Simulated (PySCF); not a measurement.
C3H9NOSi2 (SMILES O=CN[SiH]1C[SiH2]C1)

Input

```
{"job": {"kind": "uv", "xc": "B3LYP", "basis": "def2-SVPD", "nstates": 8, "ntriplets": 3}, "charge": 0, "multiplicity": 1}
O      2.819668    -0.183632     0.859703
C      2.419769    -1.174491     0.295729
N      1.306114    -1.151982    -0.439729
Si     0.533310     0.433708    -0.477148
C     -1.185950     0.202495    -1.292885
Si    -2.081366     0.505520     0.374815
C     -0.361510     0.854152     1.156422
H      2.942739    -2.145597     0.352592
H      0.988340    -1.986358    -0.902379
H      1.460267     1.364756    -1.109312
H     -1.398235     0.961216    -2.039253
H     -1.381280    -0.756218    -1.764522
H     -2.995627     1.649034     0.383334
H     -2.757965    -0.678113     0.913721
H     -0.223291     1.882780     1.474926
H     -0.092584     0.231674     2.005025
```

Run with:

```sh
OMP_NUM_THREADS=1 python probes_run.py task.json out
```

Geometry: GFN2-xTB.

The calculation used B3LYP/def2-SVPD, SCF density, gas phase (PySCF).

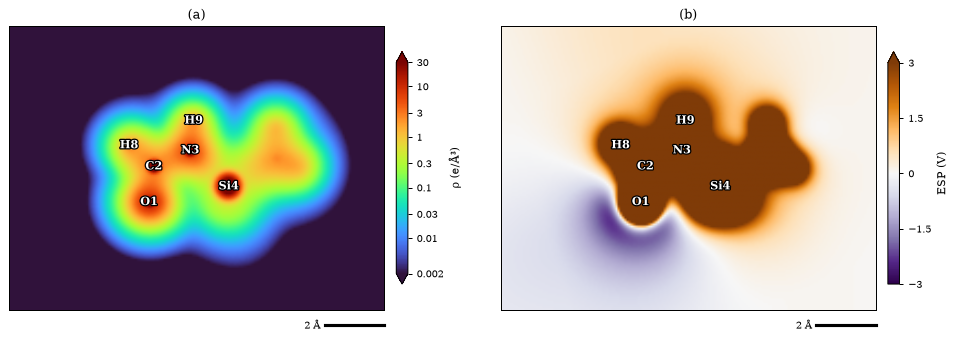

Figure 1. (a) electron density; (b) molecular electrostatic potential on the plane of atoms C2, N3 and Si4.

### Describe what can be read from this map.

- The section cuts through O, C, N, Si and H sites.
- C–O (1.21 Å): the density is about 3.3 e/Å³ at the midpoint.
- C–N (1.33 Å): ρ at the midpoint is about 2.5 e/Å³.
- Si–N (1.76 Å): the density is about 1 e/Å³ at the midpoint.
- N–H (1.01 Å): ρ at the midpoint is about 2.9 e/Å³.
- C–H (1.10 Å): the density is about 2 e/Å³ at the midpoint.
- Outside the dense part of the molecule the potential is most negative (−2.3 V) near O1.

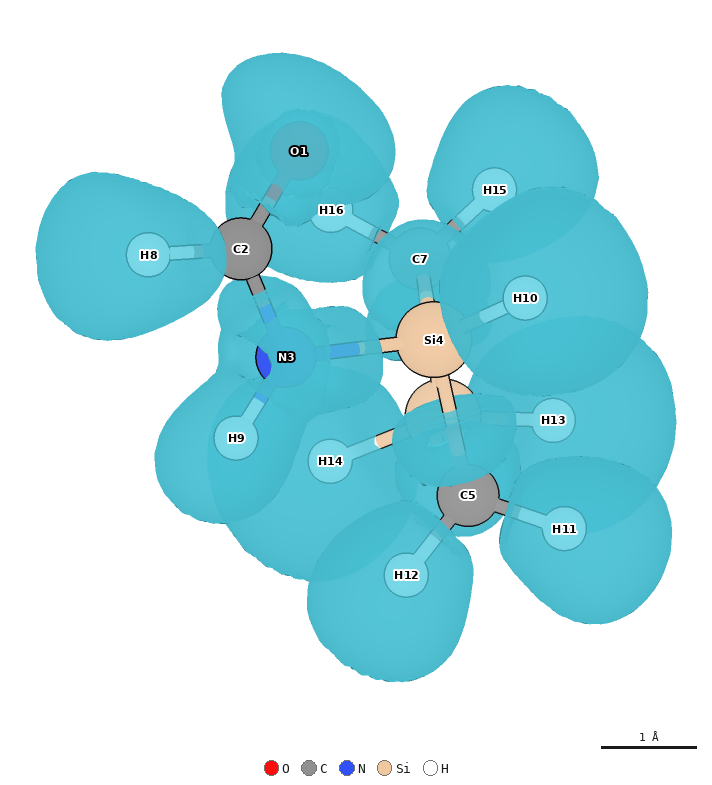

Figure 2. Isosurface of the ELF at 0.75 (cyan), seen at an oblique angle. Core shells and regions of very low density are left out.

### Describe the localisation domains.

The surface consists of eight regions around hydrogen nuclei, two regions on C in which the atom's valence shell and bonds are merged, one region on O in which the atom's valence shell and bonds are merged and one joined region spread over several atoms (H, N), in which their bonds and any lone pairs are merged. Profiles from the grid: C–O (1.21 Å): the ELF peaks at about 0.85 between the atoms: a short, multiple covalent bond. C–N (1.33 Å): the ELF peaks at about 0.90 between the atoms (localised, covalent bonding).

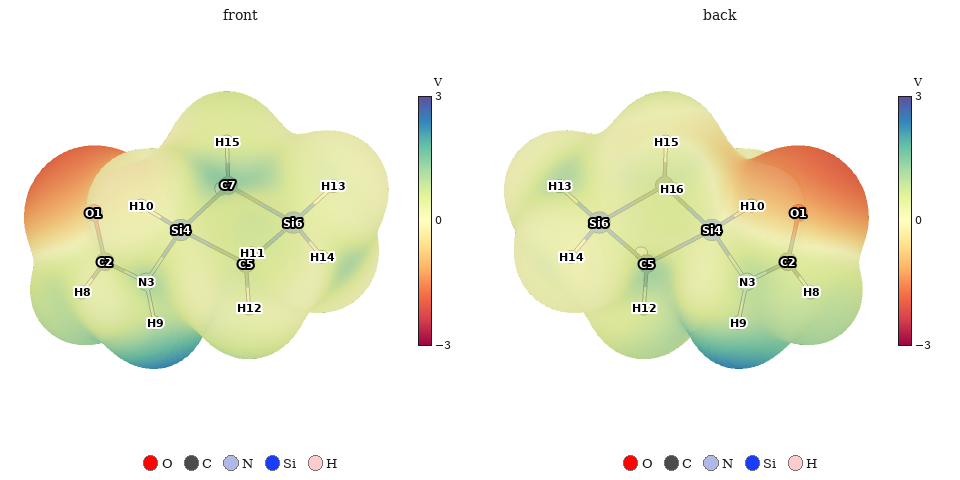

Figure 3. The molecular electrostatic potential painted on the density surface at 0.002 e/bohr³, seen from the front and from behind; red is negative and blue positive.

### Which sites attract a positive test charge, and which a negative one?

A positive charge is drawn to the negative regions and a negative charge to the positive ones. The most negative region (about −1.9 V, or −44 kcal/mol for a unit charge) lies over O1, the most positive (about +2.3 V, or +53 kcal/mol for a unit charge) over H9. O1 is the likeliest acceptor of a hydrogen bond.
